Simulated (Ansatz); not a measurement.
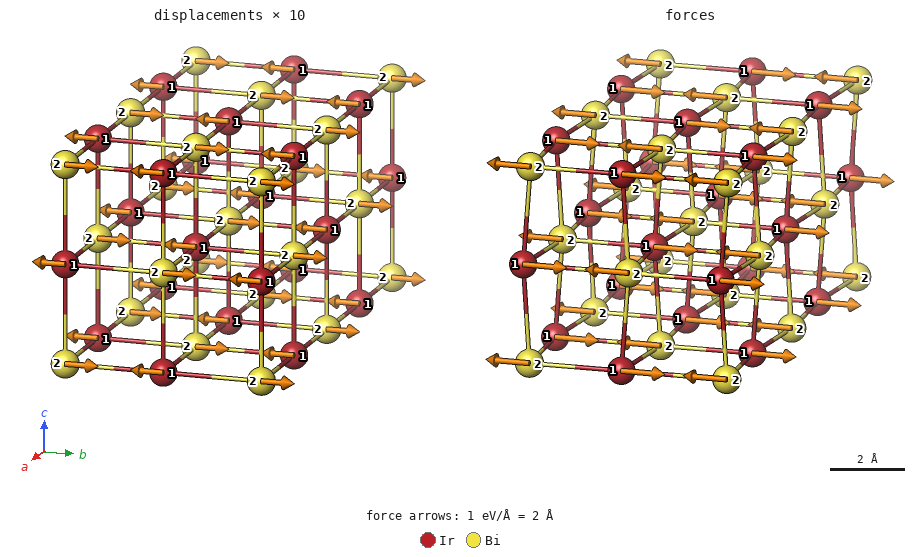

Left: solid BiIr (built on the rocksalt type), with orange arrows for the displacements applied to it (without the part that the change of the cell carries along). Right: the displaced structure with the computed forces. Besides, the cell is strained by +0.7 % roughly along [0 3 1], −1.2 % roughly along a, −1.5 % roughly along [0 −1 3] (volume −2.0 %). A ball-and-stick model of the conventional cell (4 times the calculation's cell), repeated 2 × 1 × 1 with one cell outlined, seen slightly off an axis. Lengths and directions refer to the drawn axes.

Computed with DFT PBE, scalar-relativistic, plane waves, PAW (Ansatz). (plane-wave cutoff 420 eV; k-point mesh 10 × 10 × 10; occupations gaussian; smearing width 0.05 eV; no spin polarisation)

**Where do the forces point?**

Atoms are displaced by 0.10 Å relative to the cell: Bi2 0.10 Å roughly along +b, Ir1 0.10 Å roughly along −b. No relaxation follows. It costs 30.8 meV per atom. Pressure: 0.0 GPa before, 4.7 GPa after. The principal stresses (compression positive) are 7.3 GPa along b and 3.4 GPa across it. The largest forces, 0.68 eV/Å, act on Ir1 and Bi2; on Bi2 it points roughly along −b. The forces point straight back along the displacements (cosine −1.00). Near-neighbour distances before and after: Bi–Ir 2.813 → 2.626 to 3.031 Å. The space group (tolerance 0.01 Å) goes from Fm-3m (No. 225) to P1 (No. 1).
